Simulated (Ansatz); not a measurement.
Amorphous Si₂₄O₄₇H₂

Preparation: random packing, a CHGNet melt and quench, and a DFT relaxation. O atoms were pushed apart under 1.9 Å during the dynamics, to hinder bonds among them. The hot cell started wider than the set density and was brought back towards it in steps. It is the lowest in DFT energy of 2 quenches. It is a model cell: composition and starting density were chosen by hand, and all elements were melted together. No dispersion term was used.

Methods: PBE, scalar-relativistic without spin-orbit coupling (Ansatz, a program for electronic structure); r2SCAN, scalar-relativistic without spin-orbit coupling (Ansatz); PBE0, scalar-relativistic without spin-orbit coupling (Ansatz). Geometry, pressure, stress and energy are those of the PBE run. Its sampling: a 2×2×2 Γ-centred mesh; Fermi-Dirac width 0.02 eV; no spin polarisation. Other functionals are single points at the zone centre (r2SCAN at 500 eV; exact exchange cut at the cell's faces), free to take moments where seeds were set. The usual formal charges leave 4 electrons over, so the level spacing at the Fermi energy parts defect or band states and needn't be the band gap. At PBE the levels at both edges of the gap are localised (band-tail or defect states), and the nearest spread-out levels lie 4.7 eV apart at the zone centre.

| Item | Value |
|---|---|
| Number of atoms in the cell | 73 |
| Density (held, not predicted) | 2.07 g/cm³ |
| Volume per atom | 15.68 Å^3 |
| Pressure on a 2×2×2 Γ-centred mesh | -2.40 GPa |
| Largest force and stress component on that mesh (the relaxation ran on the zone centre alone) | 0.02 eV/Å and 4.0 GPa |
| Energy relative to alpha cristobalite + H2 gas + silicon (lowest mix at this level among the phases computed, not always the ambient ones) | 0.127 eV/atom |
| Level spacing at the Fermi energy on a 2×2×2 Γ-centred mesh (PBE) | 3.76 eV |
| Level spacing at the Fermi energy at the zone centre (PBE) | 3.78 eV |
| Level spacing at the Fermi energy at the zone centre (r2SCAN) | 4.04 eV |
| Level spacing at the Fermi energy at the zone centre (PBE0) | 5.76 eV |

Bonds are counted up to Si-Si 2.60 Å, Si-O 1.90 Å, Si-H 1.70 Å, O-O 1.58 Å, O-H 1.16 Å, H-H 0.90 Å. Two cations that share two anions don't count as bonded, nor two that share one unless they lie closer than Si-Si 2.38 Å.

The mean coordination of Si by anions is 3.83 (1 with 2, 2 with 3, 21 with 4); 2 close contacts or bonds to cations besides and the mean coordination of O is 2.00 (47 with 2). The mean coordination of H comes out as 1.00 (2 with 1) and the mean Si-O bond comes out as 1.643 Å (spread 0.016 Å, 92 counted). The mean Si-Si bond is 2.374 Å (spread 0.000 Å, 1 counted).

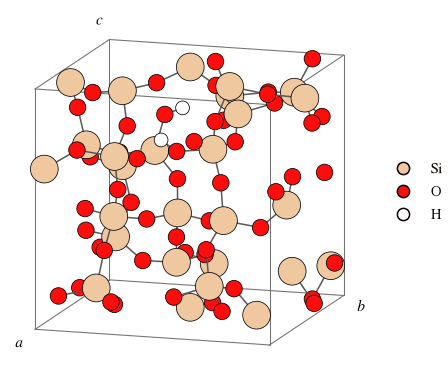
Figure: The relaxed cell

Its density started from a set value of 2.07 g/cm³. Cooling (nominally 200 K/ps over its main leg) ran many orders faster than in experiment, which tends to leave more defects and strain. One small periodic cell is one sample of the glass; other quenches scatter about these values. The volume was held where the preparation left it, at a PBE pressure of -2.4 GPa (tension). Stress components on the final sampling reach 4.0 GPa.
